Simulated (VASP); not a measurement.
Band structure of CaS. These are PBE GGA, VASP's PBE PAW potentials (set 64) (plane waves; VASP) values and carry that method's errors.

The cell holds a wide vacuum, so values per volume refer to the whole cell.

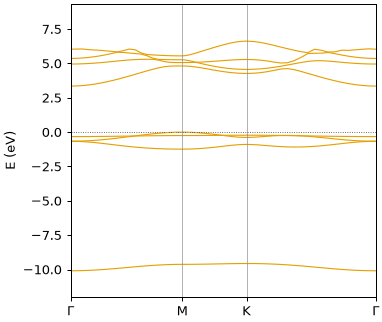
Figure: Bands along high-symmetry lines, zero at the valence-band maximum or, without a gap, the Fermi level

Read the plot: is there a gap, and where are the band edges?

The gap is indirect, 3.35 eV, from the valence maximum at M to the conduction minimum at Γ.

The cell is a sheet with vacuum, built from a generated structure.
